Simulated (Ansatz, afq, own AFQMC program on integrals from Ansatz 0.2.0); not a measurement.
# InH₃+ (doublet): quantum Monte Carlo beside coupled cluster, def2-SVP

How near does AFQMC come to the top of the ladder for InH₃+ (doublet)?

Program: Ansatz 0.2.0, Gaussian basis, and an in-house AFQMC program (afq) on its integrals; all values are calculated. Level of theory: def2-SVP, frozen cores. These are calculated values, not measurements.

Plan: Full CI; PBE (unrestricted); r2SCAN (unrestricted); PBE0 (unrestricted); B3LYP (unrestricted); wB97M-V (unrestricted); B2PLYP (unrestricted); CCSD(T) on UHF; Full CI; Full CI (quartet); CCSDT(Q) on UHF; CCSD(T) on UHF; CCSD(T) on UHF; Phaseless AFQMC, CISD trial on UHF; Phaseless AFQMC, single-determinant trial on UHF; Free-projection AFQMC, CISD trial on UHF; Phaseless AFQMC, single-determinant trial on UHF.

1 further run of the same task is left out (it didn't finish).

**1. The geometry**

The geometry is a PBE0/def2-TZVP stationary point (not a proven minimum). No spin-orbit coupling is included. Elements past krypton take def2 core potentials.

4 atoms, charge 1, spin multiplicity 2.

Atoms are counted from 1 here; the program's logs count them from 0.

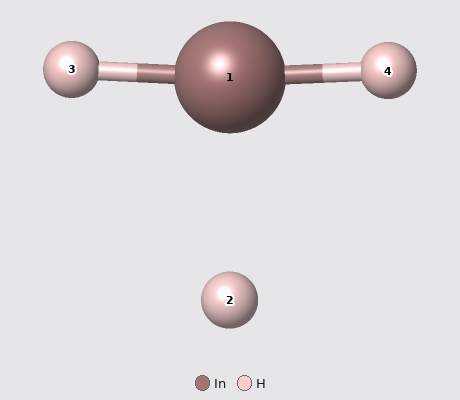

The geometry (indium brown, hydrogen pink); atoms are numbered from 1 in the order of the file.

**2. Full CI**

in.yaml

```yaml
crystal:
  periodic: [false, false, false]
  atoms:
    - {symbol: In, position_ang: [0.000000, -0.018790, 0.000553]}
    - {symbol: H, position_ang: [0.000000, 2.333049, -0.068435]}
    - {symbol: H, position_ang: [0.000000, -0.144290, -1.663229]}
    - {symbol: H, position_ang: [0.000000, -0.048336, 1.668675]}
basis:
  gaussian: {orbitals: def2-SVP}
total_charge: 1
magnetization: {spin_polarized: false, initial_magnetization: 1}
correlation: {method: fci, electrons: outside_noble_gas}
```

Started as:

```console
> ansatz run in.yaml --threads 1 --pin off --events-out ev --progress --plain --max-ram 1843MiB
```

Log:

```text
Functional definition: HF
  name "HF"
  cite "Fock, Z. Phys. 61, 126 (1930) doi:10.1007/BF01340294"
  parent pbe
  exchange = exact_x
  correlation = 0
871 factors; integrals over basis functions are off by at most 2.3e-7 eV
mean field evaluation 1: about -5185.2524 eV, gradient 8.2e0 eV
mean field evaluation 2: about -5185.2702 eV, gradient 8.2e0 eV
mean field evaluation 4: about -5186.1738 eV, gradient 4.3e-1 eV
mean field evaluation 8: about -5186.1749 eV, gradient 2.2e-2 eV
mean field -5186.17489984 eV, -190.5884122536 hartree, gradient 2.9e-6 eV, S^2 0.750000; 0 other end points of the search recorded, 0 dependent functions left out
mean field evaluation 16: about -5185.3468 eV, gradient 6.8e0 eV
9 core orbitals not correlated: weight in the atoms' cores, before any rotation towards them, 0.992 or more for the frozen orbitals, at most 0.005 for the correlated occupied ones
reference -5186.17489984 eV, -190.5884122536 hartree; 3, 2 occupied and 29, 30 virtual orbitals, 871 factors
state -5187.93870537 eV, -190.6532309112 hartree
Total energy: -5187.93870537 eV, -190.6532309112 hartree
```

Wall time 8 s (1 thread of Arm Neoverse V1, shared host).

From the report: 1,254,272 determinants, symmetry A'.

**3. PBE (unrestricted)**

in.yaml: that of step 2 with these lines changed.

```diff
@@ -10,3 +10,4 @@
 total_charge: 1
-magnetization: {spin_polarized: false, initial_magnetization: 1}
-correlation: {method: fci, electrons: outside_noble_gas}
+magnetization: {spin_polarized: true, initial_magnetization: 1}
+hamiltonian: {xc: {name: PBE}}
+output: {orbitals: {seedname: orbitals}}
```

The command is unchanged.

Log:

```text
Functional definition: PBE
  name "PBE"
  cite "Perdew, Burke & Ernzerhof, Phys. Rev. Lett. 77, 3865 (1996) doi:10.1103/PhysRevLett.77.3865"
  parent pbe
  parameter kappa = 0.804
  parameter beta = 0.06672455060314922
  exchange = pbe_x(kappa = kappa, mu = beta*pi^2/3)
  correlation = pbe_c(beta = beta)
490 factors; their error is unknown
mean field evaluation 1: about -5210.5769 eV, gradient 1.0e1 eV
mean field evaluation 2: about -5211.2045 eV, gradient 6.5e0 eV
mean field evaluation 4: about -5211.5871 eV, gradient 1.7e-1 eV
mean field evaluation 8: about -5211.5809 eV, gradient 9.0e-3 eV
mean field evaluation 16: about -5211.5809 eV, gradient 7.2e-6 eV
mean field -5211.58085491 eV, -191.5220638816 hartree, gradient 7.2e-6 eV, S^2 0.751086; 0 other end points of the search recorded, 0 dependent functions left out
reference -5211.58089697 eV, -191.5220654272 hartree; 12, 11 occupied and 29, 30 virtual orbitals, 490 factors
Total energy: -5211.58089697 eV, -191.5220654272 hartree
```

Wall time 1.2 s (1 thread of Arm Neoverse V1, shared host).

From the report: ⟨S²⟩ of the determinant 0.751 (pure doublet: 0.75).

**4. r2SCAN (unrestricted)**

in.yaml: that of step 3 with these lines changed.

```diff
@@ -11,3 +11,2 @@
 magnetization: {spin_polarized: true, initial_magnetization: 1}
-hamiltonian: {xc: {name: PBE}}
-output: {orbitals: {seedname: orbitals}}
+hamiltonian: {xc: {name: r2SCAN}}
```

The command is unchanged.

Log:

```text
Functional definition: r2SCAN
  name "r2SCAN"
  cite "Furness, Kaplan, Ning, Perdew & Sun, J. Phys. Chem. Lett. 11, 8208 (2020) doi:10.1021/acs.jpclett.0c02405"
  cite "Furness, Kaplan, Ning, Perdew & Sun, J. Phys. Chem. Lett. 11, 9248 (2020) doi:10.1021/acs.jpclett.0c03077"
  parent r2scan
  parameter k0 = 0.174
  parameter k1 = 0.065
  parameter a1 = 4.9479
  exchange = r2scan_x(k0 = k0, k1 = k1, a1 = a1)
  correlation = r2scan_c
490 factors; their error is unknown
mean field evaluation 1: about -5212.8541 eV, gradient 8.4e0 eV
mean field evaluation 2: about -5213.3953 eV, gradient 4.5e0 eV
mean field evaluation 4: about -5213.5821 eV, gradient 1.5e-1 eV
mean field evaluation 8: about -5213.5772 eV, gradient 9.3e-3 eV
mean field evaluation 16: about -5213.5772 eV, gradient 9.9e-6 eV
mean field -5213.57721829 eV, -191.5954288827 hartree, gradient 9.9e-6 eV, S^2 0.751840; 0 other end points of the search recorded, 0 dependent functions left out
reference -5213.57723315 eV, -191.5954294288 hartree; 12, 11 occupied and 29, 30 virtual orbitals, 490 factors
Total energy: -5213.57723315 eV, -191.5954294288 hartree
```

Wall time 2.5 s (1 thread of Arm Neoverse V1, shared host).

From the report: ⟨S²⟩ of the determinant 0.752 (pure doublet: 0.75).

**5. PBE0 (unrestricted)**

in.yaml: that of step 4 with these lines changed.

```diff
@@ -11,2 +11,3 @@
 magnetization: {spin_polarized: true, initial_magnetization: 1}
-hamiltonian: {xc: {name: r2SCAN}}
+hamiltonian: {xc: {name: PBE0}}
+output: {orbitals: {seedname: orbitals}}
```

Launched as before.

Log:

```text
Functional definition: PBE0
  name "PBE0"
  cite "Adamo & Barone, J. Chem. Phys. 110, 6158 (1999) doi:10.1063/1.478522"
  cite "Perdew, Burke & Ernzerhof, Phys. Rev. Lett. 77, 3865 (1996) doi:10.1103/PhysRevLett.77.3865"
  parent pbe
  parameter a = 0.25
  parameter kappa = 0.804
  parameter beta = 0.06672455060314922
  exchange = (1 - a)*pbe_x(kappa = kappa, mu = beta*pi^2/3) + a*exact_x
  correlation = pbe_c(beta = beta)
492 factors; integrals over basis functions are off by at most 6.8e-4 eV
mean field evaluation 1: about -5211.0312 eV, gradient 7.3e0 eV
mean field evaluation 2: about -5211.5607 eV, gradient 2.6e0 eV
mean field evaluation 4: about -5211.6233 eV, gradient 7.3e-1 eV
mean field evaluation 8: about -5211.6438 eV, gradient 3.4e-2 eV
mean field evaluation 16: about -5211.6438 eV, gradient 7.1e-5 eV
mean field -5211.64383506 eV, -191.5243783596 hartree, gradient 7.1e-5 eV, S^2 0.751400; 0 other end points of the search recorded, 0 dependent functions left out
reference -5211.64386568 eV, -191.5243794847 hartree; 12, 11 occupied and 29, 30 virtual orbitals, 492 factors
Total energy: -5211.64386568 eV, -191.5243794847 hartree
```

Run time: 1.5 s. Hardware: 1 thread of Arm Neoverse V1, shared host.

From the report: ⟨S²⟩ of the determinant 0.751 (pure doublet: 0.75).

**6. B3LYP (unrestricted)**

in.yaml: that of step 5 with these lines changed.

```diff
@@ -11,3 +11,2 @@
 magnetization: {spin_polarized: true, initial_magnetization: 1}
-hamiltonian: {xc: {name: PBE0}}
-output: {orbitals: {seedname: orbitals}}
+hamiltonian: {xc: {name: B3LYP}}
```

The command is unchanged.

Log (excerpt; [...] marks lines left out):

```text
Functional definition: B3LYP
  name "B3LYP"
  cite "Stephens, Devlin, Chabalowski & Frisch, J. Phys. Chem. 98, 11623 (1994) doi:10.1021/j100096a001"
  cite "Becke, Phys. Rev. A 38, 3098 (1988) doi:10.1103/PhysRevA.38.3098"
  cite "Lee, Yang & Parr, Phys. Rev. B 37, 785 (1988) doi:10.1103/PhysRevB.37.785"
  cite "Vosko, Wilk & Nusair, Can. J. Phys. 58, 1200 (1980) doi:10.1139/p80-159"
[...]
492 factors; integrals over basis functions are off by at most 6.8e-4 eV
[...]
mean field -5213.66635658 eV, -191.5987046545 hartree, gradient 6.4e-5 eV, S^2 0.751462; 0 other end points of the search recorded, 0 dependent functions left out
reference -5213.66658055 eV, -191.5987128850 hartree; 12, 11 occupied and 29, 30 virtual orbitals, 492 factors
Total energy: -5213.66658055 eV, -191.5987128850 hartree
```

Run time: 1.5 s. Hardware: 1 thread of Arm Neoverse V1, shared host.

From the report: ⟨S²⟩ of the determinant 0.751 (pure doublet: 0.75).

**7. wB97M-V (unrestricted)**

in.yaml: that of step 6 with these lines changed.

```diff
@@ -11,2 +11,3 @@
 magnetization: {spin_polarized: true, initial_magnetization: 1}
-hamiltonian: {xc: {name: B3LYP}}
+hamiltonian: {xc: {name: wB97M-V}}
+output: {orbitals: {seedname: orbitals}}
```

Launched as before.

Log (excerpt; [...] marks lines left out):

```text
Functional definition: wB97M-V
  name "wB97M-V"
  cite "Mardirossian & Head-Gordon, J. Chem. Phys. 144, 214110 (2016) doi:10.1063/1.4952647"
  cite "Becke, J. Chem. Phys. 107, 8554 (1997) doi:10.1063/1.475007"
  cite "Vydrov & Van Voorhis, J. Chem. Phys. 133, 244103 (2010) doi:10.1063/1.3521275"
  # Of w^i u^j: cxij and so on, Table III.
[...]
  gx(w, u) = 1 - cx + cx01*u + cx10*w
  gss(w, u) = css00 + css04*u^4 + css10*w + css20*w^2 + css43*w^4*u^3
  gos(w, u) = cos00 + cos10*w + (cos20 + cos21*u)*w^2 + (cos60 + cos61*u)*w^6
[...]
      + integral(e_c_pw_mod_opposite_spin*gos(b97_w_opposite, b97_u_opposite)) + vv10(b, c)
492 factors; integrals over basis functions are off by at most 6.8e-4 eV
145 factors; integrals over basis functions are off by at most 1.3e-5 eV
[...]
mean field -5209.75461798 eV, -191.4549509121 hartree, gradient 3.1e-5 eV, S^2 0.751394; 0 other end points of the search recorded, 0 dependent functions left out
reference -5209.75466662 eV, -191.4549526998 hartree; 12, 11 occupied and 29, 30 virtual orbitals, 492 factors
Total energy: -5209.75466662 eV, -191.4549526998 hartree
```

Wall time 7 s (1 thread of Arm Neoverse V1, shared host).

From the report: ⟨S²⟩ of the determinant 0.751 (pure doublet: 0.75).

**8. B2PLYP (unrestricted)**

in.yaml: that of step 7 with these lines changed.

```diff
@@ -11,3 +11,3 @@
 magnetization: {spin_polarized: true, initial_magnetization: 1}
-hamiltonian: {xc: {name: wB97M-V}}
-output: {orbitals: {seedname: orbitals}}
+hamiltonian: {xc: {name: B2PLYP}}
+correlation: {electrons: outside_noble_gas}
```

Same command.

Log (excerpt; [...] marks lines left out):

```text
Functional definition: B2PLYP
  name "B2PLYP"
  cite "Grimme, J. Chem. Phys. 124, 034108 (2006) doi:10.1063/1.2148954"
  cite "Becke, Phys. Rev. A 38, 3098 (1988) doi:10.1103/PhysRevA.38.3098"
  cite "Lee, Yang & Parr, Phys. Rev. B 37, 785 (1988) doi:10.1103/PhysRevB.37.785"
[...]
492 factors; integrals over basis functions are off by at most 6.8e-4 eV
[...]
mean field -5203.32990949 eV, -191.2188472302 hartree, gradient 4.4e-6 eV, S^2 0.751913; 0 other end points of the search recorded, 0 dependent functions left out
9 core orbitals not correlated: weight in the atoms' cores, before any rotation towards them, 0.991 or more for the frozen orbitals, at most 0.006 for the correlated occupied ones
reference -5203.33004979 eV, -191.2188523858 hartree; 3, 2 occupied and 29, 30 virtual orbitals, 492 factors
second order -1.65958022 eV of doubles, -0.00000000 eV of singles
Total energy: -5203.77813645 eV, -191.2353192669 hartree
```

Run time: 1.6 s. Hardware: 1 thread of Arm Neoverse V1, shared host.

From the report: ⟨S²⟩ of the determinant 0.752 (pure doublet: 0.75).

**9. CCSD(T) on UHF**

in.yaml: that of step 8 with these lines changed.

```diff
@@ -11,3 +11,2 @@
 magnetization: {spin_polarized: true, initial_magnetization: 1}
-hamiltonian: {xc: {name: B2PLYP}}
-correlation: {electrons: outside_noble_gas}
+correlation: {method: ccsd_t, electrons: outside_noble_gas, hamiltonian_folder: ham}
```

The command is unchanged.

Log (excerpt; [...] marks lines left out):

```text
Functional definition: HF
  name "HF"
  cite "Fock, Z. Phys. 61, 126 (1930) doi:10.1007/BF01340294"
  parent pbe
[...]
492 factors; integrals over basis functions are off by at most 6.8e-4 eV
[...]
mean field -5186.18424639 eV, -190.5887557327 hartree, gradient 7.8e-7 eV, S^2 0.751663; 0 other end points of the search recorded, 0 dependent functions left out
9 core orbitals not correlated: weight in the atoms' cores, before any rotation towards them, 0.992 or more for the frozen orbitals, at most 0.005 for the correlated occupied ones
reference -5186.18424639 eV, -190.5887557327 hartree; 3, 2 occupied and 29, 30 virtual orbitals, 492 factors
second order -1.28693250 eV of doubles, -0.00000000 eV of singles
cycle   1  -1.58123988 eV  change   -2.9e-1 eV  update   4.6e-2
[...]
cycle  10  -1.72775396 eV  change   -2.7e-6 eV  update   3.0e-6
perturbative correction -0.01919597 eV, -0.0007054387 hartree
Total energy: -5187.93119631 eV, -190.6529549583 hartree
```

Wall time 0.88 s (1 thread of Arm Neoverse V1, shared host).

From the report: ⟨S²⟩ of the determinant 0.752 (pure doublet: 0.75); correlation -1.7469 eV; T1 0.013; largest double amplitude 0.07.

This run also writes the integrals to the folder ham.

**10. Full CI**

in.yaml

```yaml
hamiltonian:
  integrals:
    folder: ../ham
correlation: {method: fci}
```

Same command.

Log:

```text
Functional definition: HF
  name "HF"
  cite "Fock, Z. Phys. 61, 126 (1930) doi:10.1007/BF01340294"
  parent pbe
  exchange = exact_x
  correlation = 0
reference -5186.18424639 eV, -190.5887557327 hartree; 3, 2 occupied and 29, 30 virtual orbitals, 492 factors
state -5187.94000235 eV, -190.6532785744 hartree
Total energy: -5187.94000235 eV, -190.6532785744 hartree
```

Run time: 32 s. Hardware: 1 thread of Arm Neoverse V1, shared host.

From the report: 1,254,272 determinants.

**11. Full CI (quartet)**

in.yaml

```yaml
crystal:
  periodic: [false, false, false]
  atoms:
    - {symbol: In, position_ang: [0.000000, -0.018790, 0.000553]}
    - {symbol: H, position_ang: [0.000000, 2.333049, -0.068435]}
    - {symbol: H, position_ang: [0.000000, -0.144290, -1.663229]}
    - {symbol: H, position_ang: [0.000000, -0.048336, 1.668675]}
basis:
  gaussian: {orbitals: def2-SVP}
total_charge: 1
magnetization: {spin_polarized: false, initial_magnetization: 3}
correlation: {method: fci, electrons: outside_noble_gas}
```

Launched as before.

Log (excerpt; [...] marks lines left out):

```text
Functional definition: HF
  name "HF"
  cite "Fock, Z. Phys. 61, 126 (1930) doi:10.1007/BF01340294"
  parent pbe
[...]
871 factors; integrals over basis functions are off by at most 2.3e-7 eV
[...]
mean field -5180.19378484 eV, -190.3686103315 hartree, gradient 1.8e-6 eV, S^2 3.750000; 9 other end points of the search recorded, 0 dependent functions left out
[...]
determinant -5180.19378484 eV, -190.3686103315 hartree, with singles and doubles -5181.77734856 eV, -190.4268052248 hartree
determinant -5180.16613837 eV, -190.3675943425 hartree, with singles and doubles -5181.80880344 eV, -190.4279611701 hartree
determinant -5180.16566404 eV, -190.3675769109 hartree, with singles and doubles -5181.80876108 eV, -190.4279596135 hartree
determinant -5180.19378484 eV, -190.3686103315 hartree, with singles and doubles -5181.78252662 eV, -190.4269955149 hartree
determinant -5180.16613837 eV, -190.3675943425 hartree, with singles and doubles -5181.85902699 eV, -190.4298068516 hartree
determinant -5180.16566404 eV, -190.3675769109 hartree, with singles and doubles -5181.85900124 eV, -190.4298059054 hartree
9 core orbitals not correlated: weight in the atoms' cores, before any rotation towards them, 0.994 or more for the frozen orbitals, at most 0.005 for the correlated occupied ones
reference -5180.19378484 eV, -190.3686103315 hartree; 4, 1 occupied and 28, 31 virtual orbitals, 871 factors
state -5181.91594392 eV, -190.4318985103 hartree
9 core orbitals not correlated: weight in the atoms' cores, before any rotation towards them, 0.994 or more for the frozen orbitals, at most 0.004 for the correlated occupied ones
state -5181.92775296 eV, -190.4323324844 hartree
Total energy: -5181.92775296 eV, -190.4323324844 hartree
```

It took 39 s on 1 thread of Arm Neoverse V1, shared host.

From the report: 568,256 determinants, symmetry A''.

**12. CCSDT(Q) on UHF**

in.yaml: that of step 11 with these lines changed.

```diff
@@ -10,3 +10,3 @@
 total_charge: 1
-magnetization: {spin_polarized: false, initial_magnetization: 3}
-correlation: {method: fci, electrons: outside_noble_gas}
+magnetization: {spin_polarized: true, initial_magnetization: 1}
+correlation: {method: ccsdt_q, electrons: outside_noble_gas}
```

Launched as before.

Log (excerpt; [...] marks lines left out):

```text
Functional definition: HF
  name "HF"
  cite "Fock, Z. Phys. 61, 126 (1930) doi:10.1007/BF01340294"
  parent pbe
[...]
871 factors; integrals over basis functions are off by at most 2.3e-7 eV
[...]
mean field -5186.18432207 eV, -190.5887585142 hartree, gradient 2.4e-6 eV, S^2 0.751663; 0 other end points of the search recorded, 0 dependent functions left out
9 core orbitals not correlated: weight in the atoms' cores, before any rotation towards them, 0.992 or more for the frozen orbitals, at most 0.005 for the correlated occupied ones
reference -5186.18432207 eV, -190.5887585142 hartree; 3, 2 occupied and 29, 30 virtual orbitals, 871 factors
second order -1.28694402 eV of doubles, -0.00000000 eV of singles
cycle   1  -1.58124563 eV  change   -2.9e-1 eV  update   4.8e-2
[...]
cycle  14  -1.75503454 eV  change    1.5e-7 eV  update   3.1e-7
perturbative correction -0.00047837 eV, -0.0000175797 hartree
Total energy: -5187.93983498 eV, -190.6532724237 hartree
```

It took 4.5 s on 1 thread of Arm Neoverse V1, shared host.

From the report: ⟨S²⟩ of the determinant 0.752 (pure doublet: 0.75); correlation -1.7555 eV; T1 0.014; largest double amplitude 0.08.

**13. CCSD(T) on UHF**

in.yaml: that of step 12 with these lines changed.

```diff
@@ -8,5 +8,5 @@
 basis:
-  gaussian: {orbitals: def2-SVP}
+  gaussian: {orbitals: def2-TZVPP}
 total_charge: 1
 magnetization: {spin_polarized: true, initial_magnetization: 1}
-correlation: {method: ccsdt_q, electrons: outside_noble_gas}
+correlation: {method: ccsd_t, electrons: outside_noble_gas}
```

The command is unchanged.

Log (excerpt; [...] marks lines left out):

```text
Functional definition: HF
  name "HF"
  cite "Fock, Z. Phys. 61, 126 (1930) doi:10.1007/BF01340294"
  parent pbe
[...]
707 factors; integrals over basis functions are off by at most 1.4e-3 eV
[...]
mean field -5186.45195619 eV, -190.5985938866 hartree, gradient 2.7e-6 eV, S^2 0.751841; 0 other end points of the search recorded, 0 dependent functions left out
9 core orbitals not correlated: weight in the atoms' cores, before any rotation towards them, 0.991 or more for the frozen orbitals, at most 0.005 for the correlated occupied ones
reference -5186.45195619 eV, -190.5985938866 hartree; 3, 2 occupied and 80, 81 virtual orbitals, 707 factors
second order -1.56283811 eV of doubles, -0.00000000 eV of singles
cycle   1  -1.84725846 eV  change   -2.8e-1 eV  update   4.7e-2
[...]
cycle  10  -1.99968598 eV  change   -4.8e-6 eV  update   4.0e-6
perturbative correction -0.02503723 eV, -0.0009201011 hartree
Total energy: -5188.47667939 eV, -190.6730010919 hartree
```

Wall time 3.7 s (1 thread of Arm Neoverse V1, shared host); peak memory 0.36 GiB.

From the report: ⟨S²⟩ of the determinant 0.752 (pure doublet: 0.75); correlation -2.0247 eV; T1 0.012; largest double amplitude 0.07.

**14. CCSD(T) on UHF**

in.yaml: that of step 13 with these lines changed.

```diff
@@ -8,3 +8,3 @@
 basis:
-  gaussian: {orbitals: def2-TZVPP}
+  gaussian: {orbitals: "def2-QZVPP.json"}
 total_charge: 1
```

Same command.

Log (excerpt; [...] marks lines left out):

```text
Functional definition: HF
  name "HF"
  cite "Fock, Z. Phys. 61, 126 (1930) doi:10.1007/BF01340294"
  parent pbe
[...]
1045 factors; integrals over basis functions are off by at most 8.8e-4 eV
[...]
mean field -5186.50181063 eV, -190.6004260034 hartree, gradient 7.6e-6 eV, S^2 0.751847; 0 other end points of the search recorded, 0 dependent functions left out
9 core orbitals not correlated: weight in the atoms' cores, before any rotation towards them, 0.991 or more for the frozen orbitals, at most 0.005 for the correlated occupied ones
reference -5186.50181063 eV, -190.6004260034 hartree; 3, 2 occupied and 160, 161 virtual orbitals, 1045 factors
second order -1.65773977 eV of doubles, -0.00000000 eV of singles
cycle   1  -1.91557733 eV  change   -2.6e-1 eV  update   4.6e-2
[...]
cycle  10  -2.06763195 eV  change   -3.0e-6 eV  update   5.2e-6
perturbative correction -0.02719641 eV, -0.0009994496 hartree
Total energy: -5188.59663899 eV, -190.6774095257 hartree
```

Run time: 4 min. Hardware: 1 thread of Arm Neoverse V1, shared host; peak memory 0.99 GiB.

From the report: ⟨S²⟩ of the determinant 0.752 (pure doublet: 0.75); correlation -2.0948 eV; T1 0.012; largest double amplitude 0.06.

[end of part 1 of 2]
